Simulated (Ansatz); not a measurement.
The crystal is SnWO4 (Pnna).

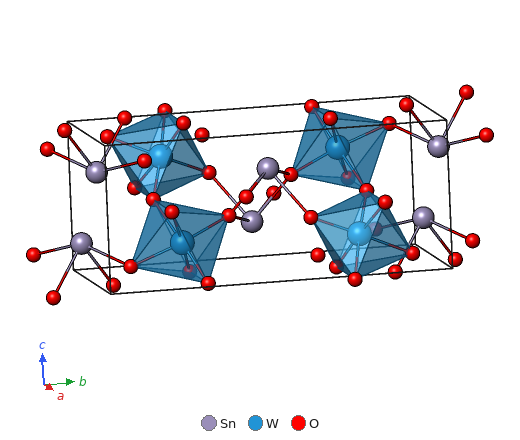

The structure (tin purple, tungsten blue, oxygen red). Bonds to atoms that aren't drawn are left out. Some periodic images of atoms are drawn too.

```xyz
24
Lattice="5.6270 0.0000 0.0000 0.0000 11.6486 0.0000 0.0000 0.0000 4.9973" Properties=species:S:1:pos:R:3 pbc="T T T"
Sn    1.4067    0.0000    1.0974
Sn    1.4067    5.8243    1.4012
Sn    4.2203    0.0000    3.8999
Sn    4.2203    5.8243    3.5961
W     3.7571    2.9122    1.2493
W     4.6834    8.7364    1.2493
W     1.8699    8.7364    3.7480
W     0.9436    2.9122    3.7480
O     2.1186    3.4794    4.9913
O     0.6949    8.1692    4.9913
O     2.1186    2.3449    2.5046
O     0.6949    9.3037    2.5046
O     3.5084    8.1692    0.0060
O     4.9321    3.4794    0.0060
O     3.5084    9.3037    2.4927
O     4.9321    2.3449    2.4927
O     0.5734    4.6140    3.0169
O     2.2401    7.0346    3.0169
O     0.5734    1.2103    4.4791
O     2.2401   10.4383    4.4791
O     5.0536    7.0346    1.9804
O     3.3869    4.6140    1.9804
O     5.0536   10.4383    0.5182
O     3.3869    1.2103    0.5182
```

The cell and positions come from the Crystallography Open Database and are kept as given unless a step says otherwise. Spin-orbit coupling is left out unless a run names it.

Gaps computed with Ansatz 0.2.0 without a self-energy: LDA 1.35 eV, LDA+SOC 1.32 eV and HSE06+SOC 2.04 eV.

Q: What gap should G0W0 on LDA give (4×2×4 mesh, 1505 empty bands, screening to 160 eV, hard PAW files)?

About 2.49 eV: on its mesh the run moves the gap from 1.36 eV by +1.14 eV. Spin-orbit coupling is not in that value; its −0.03 eV at the LDA level would bring it to about 2.46 eV. Bands and cutoff are finite, so the gap is not at the basis limit. The miss can reach some tenths of an eV and take either sign; the mesh is an error of its own. The many-body steps are scalar-relativistic: spin-orbit coupling is not in them.

[Paths, hosts, dates, memory and timing lines, banners, echoed tables and standing remarks are left out of the program output.]

[Logs are printed without paths, hosts, clocks, repeated set-up lines and the standing remarks that a program may print on its own settings, such as how far it seeks lower states.]

[Runs of the session that timed out or met a known fault of the program may be left out.]

[Cells called generated may have been cut or substituted from an entry of the Crystallography Open Database or the Materials Project.]

[Hosts, paths, dates, database ids (printed as entryN), source tags and the programs' standing remarks are cut or masked in the printed files.]
